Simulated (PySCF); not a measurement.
# B3LYP/6-31G run of AlH3 (SMILES [AlH3])

Aim: the vertical ionisation energy of AlH3 at B3LYP/6-31G, from 2 runs. Input form: a Python script.

Program for the calculation: PySCF 2.14.0.

10 further runs of the same task are left out: 10 set aside as unsound or not needed.

**1. Starting point**

AlH3: 4 atoms, total charge 0, spin state singlet. SMILES: `[AlH3]`. The shape is that of a PBE0-D4/def2-TZVP optimisation.

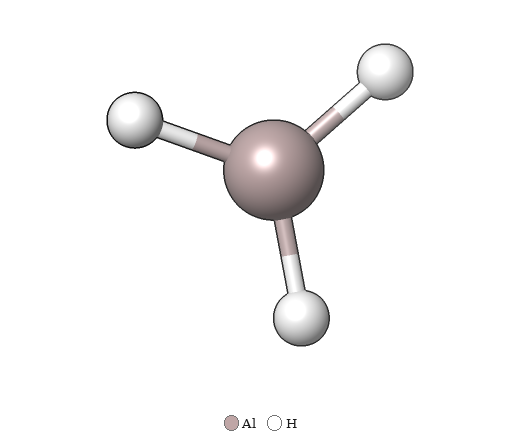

Viewed from a chosen angle; aluminium light grey, hydrogen white.

**2. A single-point energy at B3LYP/6-31G**

Contents of job.py:

```python
# [AlH3]
from pyscf import gto, dft

molecule = gto.Mole()
molecule.atom = '''
Al     0.025889    -0.027968    -0.009638
H      1.196575     1.267817     2.425652
H     -2.533745    -1.572252     0.198610
H      1.416161     0.218641    -2.652987
'''
molecule.verbose = 3
molecule.unit = 'bohr'
molecule.basis = '6-31g'
molecule.max_memory = 1860
molecule.charge = 0
molecule.build()

mf = dft.RKS(molecule, xc='b3lyp')
mf.grids.level = 5
mf.conv_tol = 1e-10
mf.kernel()
if not mf.converged:
    mf = mf.newton().run(mf.mo_coeff, mf.mo_occ)

e_final = mf.e_tot
print('E(%s) = %.9f' % ('B3LYP', e_final))
```

The run is started by

```bash
$ OMP_NUM_THREADS=1 python job.py
```

What it wrote:

```text
converged SCF energy = -244.185498754924
E(B3LYP) = -244.185498755
```

It took 1.8 s on 1 thread of Arm Neoverse V1, shared host; peak memory 0.18 GiB.

**3. The doublet cation at the same level**

Contents of job.py:

```python
from pyscf import gto, dft

mol = gto.Mole()
mol.atom = [
    ('Al', (0.013700, -0.014800, -0.005100)),
    ('H', (0.633200, 0.670900, 1.283600)),
    ('H', (-1.340800, -0.832000, 0.105100)),
    ('H', (0.749400, 0.115700, -1.403900)),
]
mol.charge = 1
mol.max_memory = 1860
mol.spin = 1
mol.basis = '6-31g'
mol.verbose = 3
mol.build()

mf = dft.UKS(mol)
mf.xc = 'b3lyp'
mf.conv_tol = 1e-10
mf.grids.level = 5
mf.kernel()
if not mf.converged:
    mf = mf.newton().run(mf.mo_coeff, mf.mo_occ)

energy = mf.e_tot
print('E = %.10f Eh' % energy)
```

The run is started by

```bash
$ OMP_NUM_THREADS=1 python job.py
```

What it wrote:

```text
converged SCF energy = -243.770814483182  <S^2> = 0.76047442  2S+1 = 2.0104471
E = -243.7708144832 Eh
```

Run time: 3.9 s. Hardware: 1 thread of Arm Neoverse V1, shared host; peak memory 0.19 GiB.

**4. Summary of results**

At B3LYP/6-31G:

| quantity | value |
| --- | --- |
| singlet AlH3: total energy | -244.18550 Eh |
| singlet AlH3: dipole moment | 0.00 D |
| singlet AlH3: HOMO energy | -8.44 eV |
| singlet AlH3: LUMO energy | -2.06 eV |
| singlet AlH3: HOMO–LUMO gap | 6.37 eV |
| doublet cation: total energy | -243.77081 Eh |
| doublet cation: HOMO energy (highest over α and β) | -15.21 eV |
| doublet cation: LUMO energy (lowest over α and β) | -14.10 eV |
| doublet cation: ⟨S²⟩ | 0.760 |
| vertical ionisation energy (to the doublet cation) | 11.284 eV |

The vertical ionisation energy comes to 11.28 eV (1089 kJ/mol). −ε(HOMO) before ionisation, 8.44 eV, is 2.85 eV below this ionisation energy. Mulliken charges (singlet AlH3) run from -0.18 on H2 to +0.55 on Al1; they depend strongly on the basis. Mulliken charges (doublet cation) run from -0.00 on H3 to +0.88 on Al1.
